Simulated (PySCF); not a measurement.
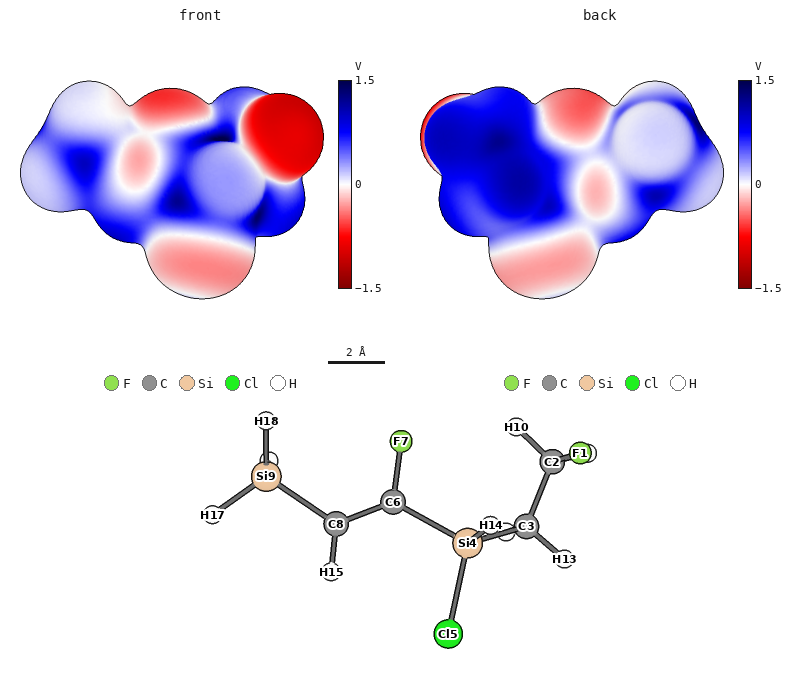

The picture shows: C4H9ClF2Si2. The molecular electrostatic potential painted on the density surface at 0.002 e/bohr³, seen from the front and from behind; red is negative and blue positive. The bare structure is drawn below in the same view.

Geometry: GFN2-xTB.

Theory: PySCF 2.14.0, PBE0/pcSseg-1, SCF density, gas phase, non-relativistic.

```xyz
18

F    -3.4060    0.9001    0.0715
C    -2.6944   -0.0955    0.7014
C    -2.0430   -1.0044   -0.3290
Si   -0.8516   -0.0596   -1.4870
Cl   -0.3122   -1.2832   -3.0035
C     0.7432    0.3456   -0.5329
F     0.5136    0.9206    0.6885
C     2.0058    0.1538   -0.8972
Si    3.4908    0.6202    0.1732
H    -1.9523    0.4016    1.3328
H    -3.4108   -0.6361    1.3297
H    -1.5177   -1.7951    0.2083
H    -2.8287   -1.4831   -0.9169
H    -1.4688    1.1467   -2.0278
H     2.1569   -0.3015   -1.8644
H     3.5199   -0.2613    1.3423
H     4.6860    0.4193   -0.6489
H     3.3608    2.0182    0.5836
```

Question: Which sites attract a positive test charge, and which a negative one?

Answer: A positive charge is drawn to the negative regions and a negative charge to the positive ones. The most negative region (about −1.0 V) lies over F1, the most positive (about +1.3 V) over Si4 and Si9.

Question: What dipole moment does the calculation give?

Answer: Its dipole moment is 1.52 D.
